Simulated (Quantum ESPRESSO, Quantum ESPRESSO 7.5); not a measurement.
## Al: work function by face

Aim: the work function of the low-index faces of Al, their order, and how far the functional matters.

Program: Quantum ESPRESSO 7.5. Level of theory: plane-wave DFT, PBE, PseudoDojo norm-conserving pseudopotentials (geometry by pw.x at PBE, GBRV ultrasoft). Results are calculated unless marked as measured.

**What experiment says.**

“Properties of real metallic surfaces: Effects of density functional semilocality and van der Waals nonlocality” (2017, arxiv:1702.08515) quotes from earlier work for Al (clean single-crystal faces): work function of (111) (clean (111) face) 4.32 eV; work function of (100) (clean (100) face) 4.32 eV; work function of (110) (clean (110) face) 4.23 eV.

### Step 1. The structure

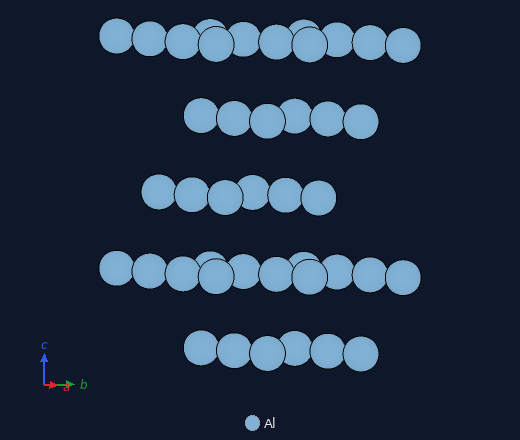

Start, viewed from the side, with the c axis up; aluminium light blue. 3×2×1 cells are drawn. Some periodic images of atoms are drawn too.

The cell holds 5 atoms: 5 Al. Cell: a = 2.864 Å, b = 2.864 Å, c = 25.353 Å, α = 90.0°, β = 90.0°, γ = 60.0°. It derives from Al. Vacuum lies along c.

### Step 2. Relaxation with pw.x of (111), PBE

BFGS moves the free atoms until their forces fall under forc_conv_thr; those flagged 0 0 0 are held.

Contents of 111.relax.in:

```
&control
  prefix = '111.relax'
  outdir = './out'
  pseudo_dir = './pseudo'
  nstep = 40
  forc_conv_thr = 0.001
  calculation = 'relax'
/
&system
  ibrav = 0
  nat = 5
  ntyp = 1
  ecutwfc = 40
  ecutrho = 200
  occupations = 'smearing'
  smearing = 'mv'
  degauss = 0.02
/
&electrons
  conv_thr = 1e-07
  mixing_beta = 0.4
  electron_maxstep = 120
  mixing_mode = 'local-TF'
/
&ions
/
ATOMIC_SPECIES
  Al  26.9815  al_pbe_v1.uspp.F.UPF
CELL_PARAMETERS angstrom
  2.86378246380552 0.00000000000000 0.00000000000000
  1.43189123190276 2.48010836456797 0.00000000000000
  0.00000000000000 0.00000000000000 25.35307436087194
ATOMIC_POSITIONS crystal
  Al  0.666666666700 0.666666666700 0.315543586002
  Al  0.000000000000 0.000000000000 0.407771793001
  Al  0.333333333300 0.333333333300 0.500000000000 0 0 0
  Al  0.666666666700 0.666666666700 0.592228206999
  Al  0.000000000000 0.000000000000 0.684456413998
K_POINTS automatic
  12 12 1 0 0 0
```

Command:

```console
$ OMP_NUM_THREADS=1 mpirun -n 4 pw.x -nk 4 -in 111.relax.in > 111.relax.out
```

The program printed:

```text
Program PWSCF v.7.5 starts
[citation notice left out]

     Parallel version (MPI & OpenMP), running on       4 processor cores
     Number of MPI processes:                 4
     Threads/MPI process:                     1

     MPI processes distributed on     1 nodes
[...]
Current dimensions of program PWSCF are:
     Max number of different atomic species (ntypx) = 10
     Max number of k-points (npk) =  40000
     Max angular momentum in pseudopotentials (lmaxx) =  4
     Message from routine setup:
     using ibrav=0 with symmetry is DISCOURAGED, use correct ibrav instead

     K-points division:     npool     =       4
     Subspace diagonalization in iterative solution of the eigenvalue problem:
     a serial algorithm will be used

     G-vector sticks info
     --------------------
     sticks:   dense  smooth     PW     G-vecs:    dense   smooth      PW
     Sum         409     313    109                57983    41341    7729

     Using Slab Decomposition

     bravais-lattice index     =            0
     lattice parameter (alat)  =       5.4118  a.u.
     unit-cell volume          =    1215.1724 (a.u.)^3
     number of atoms/cell      =            5
     number of atomic types    =            1
     number of electrons       =        15.00
     number of Kohn-Sham states=           12
     kinetic-energy cutoff     =      40.0000  Ry
     charge density cutoff     =     200.0000  Ry
     scf convergence threshold =      1.0E-07
     mixing beta               =       0.4000
     number of iterations used =            8  local-TF  mixing
     energy convergence thresh.=      1.0E-04
     force convergence thresh. =      1.0E-03
     Exchange-correlation= SLA  PW   PBE  PBE
                           (   1   4   3   4   0   0   0)
     nstep                     =           40

     celldm(1)=   5.411765  celldm(2)=   0.000000  celldm(3)=   0.000000
     celldm(4)=   0.000000  celldm(5)=   0.000000  celldm(6)=   0.000000

     crystal axes: (cart. coord. in units of alat)
               a(1) = (   1.000000   0.000000   0.000000 )
               a(2) = (   0.500000   0.866025   0.000000 )
               a(3) = (   0.000000   0.000000   8.853003 )

     reciprocal axes: (cart. coord. in units 2 pi/alat)
               b(1) = (  1.000000 -0.577350  0.000000 )
               b(2) = (  0.000000  1.154701  0.000000 )
               b(3) = (  0.000000  0.000000  0.112956 )

     PseudoPot. # 1 for Al read from file:
     ./pseudo/al_pbe_v1.uspp.F.UPF
     Pseudo is Ultrasoft + core correction, Zval =  3.0
     Generated by new atomic code, or converted to UPF format
     Using radial grid of  893 points,  3 beta functions with:
                l(1) =   0
                l(2) =   1
                l(3) =   2
     Q(r) pseudized with  8 coefficients,  rinner =    0.900   0.900   0.900
                                                       0.900   0.900

     atomic species   valence    mass     pseudopotential
     Al                3.00    26.98150     Al( 1.00)

     12 Sym. Ops., with inversion, found ( 6 have fractional translation)

   Cartesian axes

     site n.     atom                  positions (alat units)
         1        Al     tau(   1) = (   1.0000000   0.5773503   2.7935083  )
         2        Al     tau(   2) = (   0.0000000   0.0000000   3.6100049  )
         3        Al     tau(   3) = (   0.5000000   0.2886751   4.4265014  )
         4        Al     tau(   4) = (   1.0000000   0.5773503   5.2429980  )
         5        Al     tau(   5) = (   0.0000000   0.0000000   6.0594946  )

     number of k points=    19  Marzari-Vanderbilt smearing, width (Ry)=  0.0200
                       cart. coord. in units 2pi/alat
        k(    1) = (   0.0000000   0.0000000   0.0000000), wk =   0.0138889
        k(    2) = (   0.0000000   0.0962250   0.0000000), wk =   0.0833333
        k(    3) = (   0.0000000   0.1924501   0.0000000), wk =   0.0833333
        k(    4) = (   0.0000000   0.2886751   0.0000000), wk =   0.0833333
        k(    5) = (   0.0000000   0.3849002   0.0000000), wk =   0.0833333
        k(    6) = (   0.0000000   0.4811252   0.0000000), wk =   0.0833333
        k(    7) = (   0.0000000  -0.5773503   0.0000000), wk =   0.0416667
        k(    8) = (   0.0833333   0.1443376   0.0000000), wk =   0.0833333
        k(    9) = (   0.0833333   0.2405626   0.0000000), wk =   0.1666667
        k(   10) = (   0.0833333   0.3367877   0.0000000), wk =   0.1666667
[...]
k(   19) = (   0.3333333  -0.5773503   0.0000000), wk =   0.0277778

     Dense  grid:    57983 G-vectors     FFT dimensions: (  27,  27, 216)

     Smooth grid:    41341 G-vectors     FFT dimensions: (  24,  24, 200)

     Estimated max dynamical RAM per process >      69.15 MB

     Estimated total dynamical RAM >     234.15 MB

     Initial potential from superposition of free atoms

     starting charge      14.9877, renormalised to      15.0000

     negative rho (up, down):  1.612E-04 0.000E+00
     Starting wfcs are   20 randomized atomic wfcs

     total cpu time spent up to now is        1.9 secs

     per-process dynamical memory:    42.4 Mb

     Self-consistent Calculation

     iteration #  1     ecut=    40.00 Ry     beta= 0.40
     Davidson diagonalization with overlap
     ethr =  1.00E-02,  avg # of iterations =  4.4

     negative rho (up, down):  3.081E-06 0.000E+00

     total cpu time spent up to now is        2.8 secs

     total energy              =     -33.50671039 Ry
     estimated scf accuracy    <       0.35378271 Ry

     iteration #  2     ecut=    40.00 Ry     beta= 0.40
[...]
negative rho (up, down):  4.775E-04 0.000E+00

[...]
total energy              =     -33.46845081 Ry
     estimated scf accuracy    <       0.22025112 Ry

     iteration #  3     ecut=    40.00 Ry     beta= 0.40
[...]
total energy              =     -33.48661165 Ry
     estimated scf accuracy    <       0.01603014 Ry

     iteration #  4     ecut=    40.00 Ry     beta= 0.40
[...]
negative rho (up, down):  1.309E-05 0.000E+00

[...]
total energy              =     -33.48641081 Ry
     estimated scf accuracy    <       0.01919616 Ry

     iteration #  5     ecut=    40.00 Ry     beta= 0.40
[...]
total energy              =     -33.48704100 Ry
     estimated scf accuracy    <       0.00576860 Ry

     iteration #  6     ecut=    40.00 Ry     beta= 0.40
[...]
Al               0.3333333333        0.3333333333        0.5000000000    0   0   0
Al               0.6666666667        0.6666666667        0.5920966219
Al               0.0000000000       -0.0000000000        0.6845560875

[...]
NEW-OLD atomic charge density approx. for the potential

     negative rho (up, down):  1.876E-04 0.000E+00

     total cpu time spent up to now is       15.0 secs

     per-process dynamical memory:    52.0 Mb

     Self-consistent Calculation

     iteration #  1     ecut=    40.00 Ry     beta= 0.40
     Davidson diagonalization with overlap
     ethr =  1.00E-06,  avg # of iterations =  2.0

     Threshold (ethr) on eigenvalues was too large:
     Diagonalizing with lowered threshold

     Davidson diagonalization with overlap
     ethr =  4.05E-08,  avg # of iterations =  2.3

     negative rho (up, down):  1.867E-04 0.000E+00

     total cpu time spent up to now is       16.2 secs

     total energy              =     -33.48615361 Ry
     estimated scf accuracy    <       0.00000846 Ry

[...]
iteration #  7     ecut=    40.00 Ry     beta= 0.40
[...]
negative rho (up, down):  1.876E-04 0.000E+00

[...]
End of self-consistent calculation

[...]
the Fermi energy is     1.4589 ev

!    total energy              =     -33.48615329 Ry
     estimated scf accuracy    <          8.3E-10 Ry
     smearing contrib. (-TS)   =      -0.00038971 Ry
     internal energy E=F+TS    =     -33.48576358 Ry

     The total energy is F=E-TS. E is the sum of the following terms:
     one-electron contribution =    -245.65964891 Ry
     hartree contribution      =     126.76147017 Ry
     xc contribution           =     -21.28494421 Ry
     ewald contribution        =     106.69735936 Ry

     convergence has been achieved in   7 iterations

     negative rho (up, down):  1.876E-04 0.000E+00

     Forces acting on atoms (cartesian axes, Ry/au):

     atom    1 type  1   force =     0.00000000    0.00000000   -0.00163873
     atom    2 type  1   force =     0.00000000   -0.00000000    0.00206776
     atom    3 type  1   force =     0.00000000    0.00000000    0.00000000
     atom    4 type  1   force =     0.00000000    0.00000000   -0.00206776
     atom    5 type  1   force =     0.00000000   -0.00000000    0.00163873

     Total force =     0.003731     Total SCF correction =     0.000045
     Energy error            =      2.4E-05 Ry
     Gradient error          =      2.1E-03 Ry/Bohr

     number of scf cycles    =   3
     number of bfgs steps    =   2

     energy             old  =     -33.4861288935 Ry
     energy             new  =     -33.4861532922 Ry

     CASE: energy            _new < energy            _old

     new trust radius        =       0.0049533710 bohr
     new conv_thr            =       0.0000000010 Ry

ATOMIC_POSITIONS (crystal)
Al               0.6666666667        0.6666666667        0.3153627369
Al               0.0000000000       -0.0000000000        0.4080067664
Al               0.3333333333        0.3333333333        0.5000000000    0   0   0
Al               0.6666666667        0.6666666667        0.5919932336
Al               0.0000000000       -0.0000000000        0.6846372631

[...]
NEW-OLD atomic charge density approx. for the potential

     negative rho (up, down):  1.871E-04 0.000E+00

     total cpu time spent up to now is       20.6 secs

     per-process dynamical memory:    52.0 Mb

[...]
!    total energy              =     -33.48618098 Ry
[...]
Total force =     0.002489     Total SCF correction =     0.000025
[...]
number of bfgs steps    =   3
[...]
energy             new  =     -33.4861809845 Ry
[...]
new trust radius        =       0.0074300565 bohr
[...]
Self-consistent Calculation

     iteration #  1     ecut=    40.00 Ry     beta= 0.40
     Davidson diagonalization with overlap
     ethr =  1.00E-06,  avg # of iterations =  2.4

     negative rho (up, down):  1.843E-04 0.000E+00

     total cpu time spent up to now is       28.8 secs

     total energy              =     -33.48620288 Ry
     estimated scf accuracy    <       0.00002671 Ry

[...]
iteration #  8     ecut=    40.00 Ry     beta= 0.40
[...]
negative rho (up, down):  1.859E-04 0.000E+00

[...]
End of self-consistent calculation

          k = 0.0000 0.0000 0.0000 (  5293 PWs)   bands (ev):

    -9.4330  -8.7169  -7.6122  -6.1108  -4.1781  -2.1428   0.2945   2.6511
     4.4857   5.4587   5.6392   7.1616

          k = 0.0000 0.0962 0.0000 (  5287 PWs)   bands (ev):

    -9.2660  -8.5505  -7.4467  -5.9464  -4.0145  -1.9849   0.4509   2.8048
     4.6435   5.6213   5.8026   7.3123

          k = 0.0000 0.1925 0.0000 (  5235 PWs)   bands (ev):

    -8.7660  -8.0523  -6.9512  -5.4546  -3.5255  -1.5123   0.9153   3.2516
     5.0870   6.0649   6.2572   6.7250

          k = 0.0000 0.2887 0.0000 (  5207 PWs)   bands (ev):

    -7.9360  -7.2253  -6.1291  -4.6396  -2.7185  -0.7302   1.6477   3.4335
     4.2377   4.3710   5.3430   5.9859

          k = 0.0000 0.3849 0.0000 (  5190 PWs)   bands (ev):

    -6.7813  -6.0750  -4.9868  -3.5103  -1.6185   0.2852   0.9560   1.6663
     2.6746   2.9829   4.0937   5.2284

          k = 0.0000 0.4811 0.0000 (  5162 PWs)   bands (ev):

    -5.3096  -4.6105  -3.5372  -2.1076  -1.4749  -0.8798  -0.0754   0.5029
     1.8057   1.8439   3.6359   4.2752

[...]
the Fermi energy is     1.4621 ev

!    total energy              =     -33.48620194 Ry
     estimated scf accuracy    <          3.5E-10 Ry
     smearing contrib. (-TS)   =      -0.00034525 Ry
     internal energy E=F+TS    =     -33.48585669 Ry

     The total energy is F=E-TS. E is the sum of the following terms:
     one-electron contribution =    -245.52551501 Ry
     hartree contribution      =     126.69573912 Ry
     xc contribution           =     -21.28265387 Ry
     ewald contribution        =     106.62657307 Ry

     convergence has been achieved in   8 iterations

     negative rho (up, down):  1.859E-04 0.000E+00

     Forces acting on atoms (cartesian axes, Ry/au):

     atom    1 type  1   force =     0.00000000    0.00000000   -0.00041028
     atom    2 type  1   force =     0.00000000    0.00000000    0.00022330
     atom    3 type  1   force =     0.00000000   -0.00000000    0.00000000
     atom    4 type  1   force =     0.00000000   -0.00000000   -0.00022330
     atom    5 type  1   force =     0.00000000    0.00000000    0.00041028

     Total force =     0.000661     Total SCF correction =     0.000028
     Energy error            =      2.1E-05 Ry
     Gradient error          =      4.1E-04 Ry/Bohr

     bfgs converged in   5 scf cycles and   4 bfgs steps
     (criteria: energy <  1.0E-04 Ry, force <  1.0E-03 Ry/Bohr)

     End of BFGS Geometry Optimization

     Final energy             =     -33.4862019404 Ry

     File ./out/111.relax.bfgs deleted, as requested
Begin final coordinates

ATOMIC_POSITIONS (crystal)
Al               0.6666666667        0.6666666667        0.3152366185
Al               0.0000000000       -0.0000000000        0.4081618488
Al               0.3333333333        0.3333333333        0.5000000000    0   0   0
Al               0.6666666667        0.6666666667        0.5918381512
Al               0.0000000000       -0.0000000000        0.6847633815
End final coordinates

[...]
=------------------------------------------------------------------------------=
   JOB DONE.
=------------------------------------------------------------------------------=
```

Run time: 35 s. Hardware: 4 MPI ranks of Intel Xeon Platinum 8488C (Sapphire Rapids), shared host; peak memory 0.39 GiB; 2.3 min of CPU time.

The steps of the relaxation:

```tsv
step	energy less that of the first step (eV)	largest force (eV/Å)
1	0.0000	0.0772
2	-0.0004	0.0657
3	-0.0007	0.0532
4	-0.0011	0.0343
5	-0.0014	0.0105
```

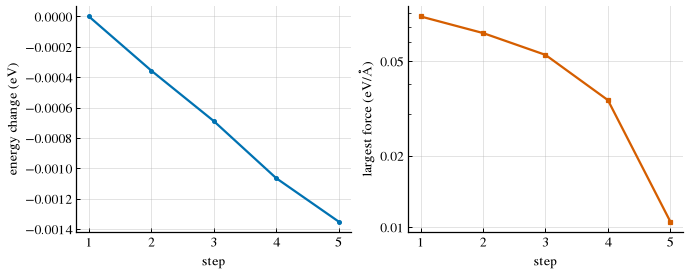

Energy and largest force along the relaxation.

 On the free atoms the largest force ends at 0.011 eV/Å.

Read from the output:

```
free energy  : -455.6030 eV
Fermi energy : 1.462 eV
```

(Part 1 of 6 ends here.)

[Logs are printed without paths, hosts, clocks, repeated set-up lines and the standing remarks that a program may print on its own settings, such as how far it seeks lower states.]

[Hosts, paths, dates, database ids (printed as entryN), source tags and the programs' standing remarks are cut or masked in the printed files.]

[Maps of the electrostatic potential energy from Ansatz leave out the sawtooth potential of an applied field or a dipole correction, so their vacuum need not be flat; planar profiles and work functions include it.]
